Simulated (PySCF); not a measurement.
The calculation's input:

```
{"job": {"kind": "nmr", "xc": "PBE0", "basis": "pcSseg-1"}, "charge": 0, "multiplicity": 1}
O      2.727100     0.837575     0.270263
B      1.792045    -0.131642     0.037140
O      2.240080    -1.384356    -0.202339
C      0.249933     0.126405     0.033216
C     -0.342993     1.301362     0.247112
O     -1.699572     1.388807     0.213916
Si    -2.411593    -0.073190    -0.103590
C     -0.743938    -0.986255    -0.229525
H      2.393842     1.715519     0.438360
H      3.195024    -1.456959    -0.179599
H      0.139606     2.245607     0.455902
H     -3.159050     0.063788    -1.349501
H     -3.237592    -0.424052     1.047538
H     -0.604506    -1.781578     0.501680
H     -0.542798    -1.433040    -1.202485
```

Run with:

```sh
OMP_NUM_THREADS=1 python probes_run.py task.json out
```

Geometry: GFN2-xTB.

Theory: PBE0/pcSseg-1, SCF density, gas phase, non-relativistic in PySCF.

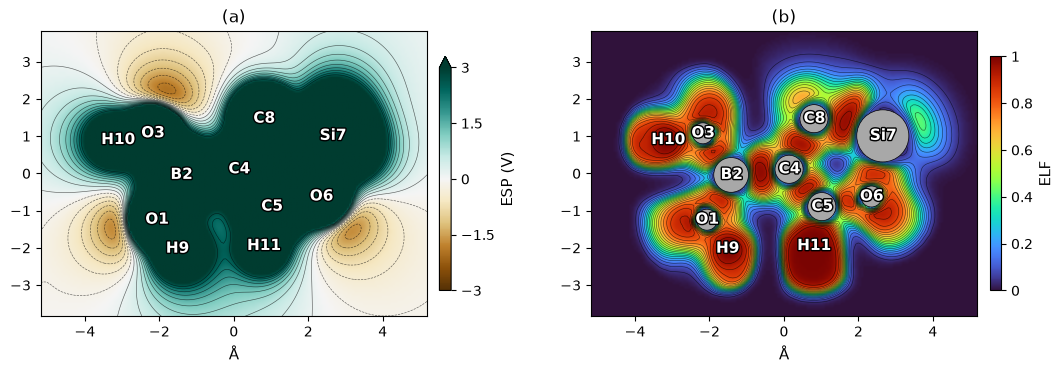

C₃H₇BO₃Si. (a) electrostatic potential; (b) electron localisation function on the plane of atoms C4, C8 and Si7. Grey discs cover the atomic cores in the ELF map.

> What does the map show?

- The plane passes through O, B, C, Si and H nuclei.
- C–C (1.33 Å): the ELF peaks at about 0.95 between the atoms; a short, multiple covalent bond.
- B–O (1.35 Å): the ELF peaks at about 0.90 between the atoms (a polar covalent bond).
- C–O (1.36 Å): the ELF peaks at about 0.90 between the atoms, as expected for a shared but strongly polarised pair.
- C–B (1.56 Å): the ELF peaks at about 1 between the atoms: localised, covalent bonding.
- Si–O (1.66 Å): the ELF peaks at about 0.90 between the atoms (a shared but strongly polarised pair).
- The ELF also peaks beside O1, O6 and O3, away from the bonds: lone-pair regions.
- Outside the dense part of the molecule the potential is most negative (−2.0 V) near O3.
